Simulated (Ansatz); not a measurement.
**Cs (Im-3m): Drude plasma energy against volume**

The cell of Cs (Im-3m) is scaled evenly and the response computed anew at each volume, on one mesh.

Cell: a, b, c = 5.254, 5.254, 5.254 Å (primitive vectors), 1 atoms.

Method: Ansatz 0.2.0, LDA, independent particles, k-mesh 10×10×10 with interpolation inside its cells, Gaussian parameter 0.1 eV.

Launch of the response step: `ansatz run input.yaml --threads 4 --pin off --max-ram 8192MiB --backend cpu --events-out ev --progress --plain --runs-dir out`. The series took 2.9 min in all, on 4 threads of Intel(R) Xeon(R) Processor @ 2.50GHz (Skylake/Cascade Lake) (shared host).

| V/V₀ | V (Å³, primitive cell) | Drude plasma energy (eV) |
| --- | --- | --- |
| 0.94 | 104.96 | ? |
| 0.96 | 107.19 | 3.0538 |
| 0.98 | 109.43 | 3.0440 |
| 1.00 | 111.66 | 3.0339 |
| 1.02 | 113.89 | 3.0234 |
| 1.04 | 116.12 | 3.0127 |
| 1.06 | 118.36 | 3.0016 |

For small changes the quantity should be close to linear in ln V.

Working, on the rows shown:

| x = ln(V/V₀) | y = Drude plasma energy |
| --- | --- |
| -0.040822 | 3.0538 |
| -0.0202027 | 3.044 |
| 0 | 3.0339 |
| 0.0198026 | 3.0234 |
| 0.0392207 | 3.0127 |
| 0.0582689 | 3.0016 |

Means: x̄ = 0.0093779, ȳ = 3.0282. Σ(x − x̄)(y − ȳ) = -0.003619, Σ(x − x̄)² = 0.006873. Slope = -0.003619 / 0.006873 = -0.5266; intercept = ȳ − slope · x̄ = 3.0332. The line misses the rows shown by at most 0.00089 eV.

Task: What does the fit predict for the withheld row, and how well does it do?

Result: At x = -0.061875 the line gives y = 3.0658 eV. The run gave 3.0635 eV, so the extrapolation is off by 0.0023 eV, 4 % of the range in the table.

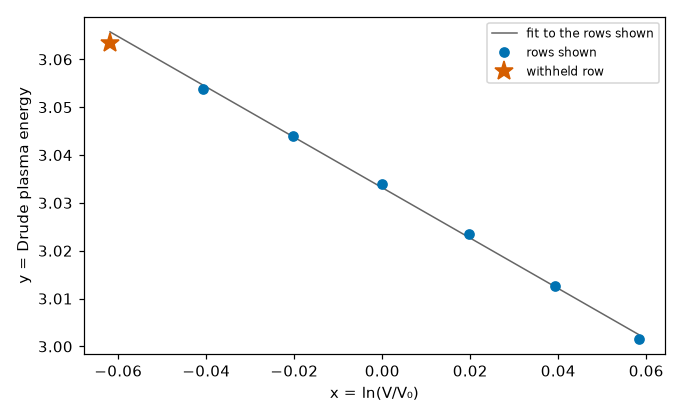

Between the rows on either side of x = 0 the slope is (3.0234 − 3.044) / (0.019803 − (-0.020203)) = -0.5149. So d ln ωp/d ln V = -0.17; free electrons would give −0.50. The values come from a sum over the points of one k-mesh and carry its error, which is largest for Fermi-surface quantities. Spin-orbit coupling is left out.
